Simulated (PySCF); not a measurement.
**GeF₂: structure of the singlet**

Where does singlet GeF₂ go from a bent start, is the end point a minimum, and what are its modes, charges and moments?

Method: B3LYP, basis Ge def2-TZVP, F def2-TZVP, no relativity, density fitting; program: PySCF 2.14.0.

### Step 1. Starting geometry

3 atoms, charge 0, spin multiplicity 1.

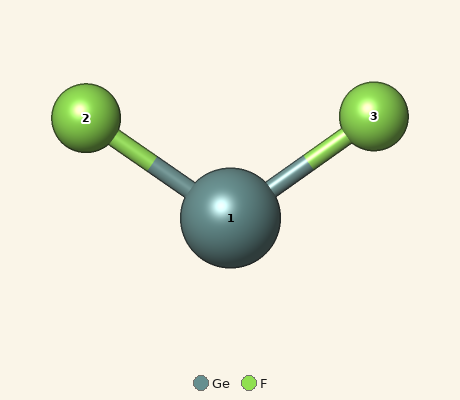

Start geometry, drawn with germanium teal, fluorine green; atoms are numbered from 1 in the order of the file.

```xyz
3
charge 0 multiplicity 1
Ge    0.0000    0.0000    0.0000
F     1.5154    0.0000    1.0611
F    -1.5154    0.0000    1.0611
```

### Step 2. The SCF at the typed geometry

The steps below are one call of a driver around PySCF. For each, scf.py gives the equivalent set-up of the SCF; relaxations use the driver's own optimiser. After this first run the driver tries any further starts and a stability analysis.

Contents of scf.py:

```python
from pyscf import gto, scf, dft
mol = gto.M(atom='''
Ge     0.000000     0.000000     0.000000
F      1.515400     0.000000     1.061100
F     -1.515400     0.000000     1.061100''',
    basis={'Ge': 'def2-TZVP', 'F': 'def2-TZVP'},
    charge=0, spin=0)
mf = dft.RKS(mol, xc='B3LYP')
mf.grids.atom_grid = (50, 194)
aux = {'Ge': 'def2-universal-JKFIT', 'F': 'def2-universal-JKFIT'}
mf = mf.density_fit(auxbasis=aux)
mf.conv_tol = 1e-08
mf.diis_space = 10
mf.max_cycle = 60
mf.init_guess = 'minao'
mf.verbose = 4
mf.kernel()
```

Started as:

```bash
> OMP_NUM_THREADS=2 python axn.py task.json out
```

The runs that follow: Relaxing the singlet from the bent start; Is it a minimum? Harmonic modes.

What does the calculation give? Wanted: minimum; geometry; wavenumbers; dipole moment; highest occupied, lowest empty level; polar-tensor charge of Ge1; zero-point energy; atomisation energy.

As calculated:

| quantity | value |
| --- | --- |
| minimum | singlet, C2v |
| geometry | Ge–F 1.758 Å (×2); F–Ge–F 97.4° |
| wavenumbers (cm⁻¹) | 252 (a1), 647 (b2), 674 (a1) |
| dipole moment | 2.64 D |
| highest occupied, lowest empty level | -8.83, -2.90 eV |
| polar-tensor charge of Ge1 | +1.24 e |
| zero-point energy | 9.4 kJ/mol |
| entropy at 298.15 K | 271.8 J/(mol K) |
| atomisation energy (no zero-point energy) | 1065 kJ/mol |

What this shows: The molecule stays C2v, as typed, and the end point is a minimum. The strongest infrared band lies at 647 cm⁻¹ (b2, stretch). Only this shape and spin were tried, so other structures or states may lie lower.
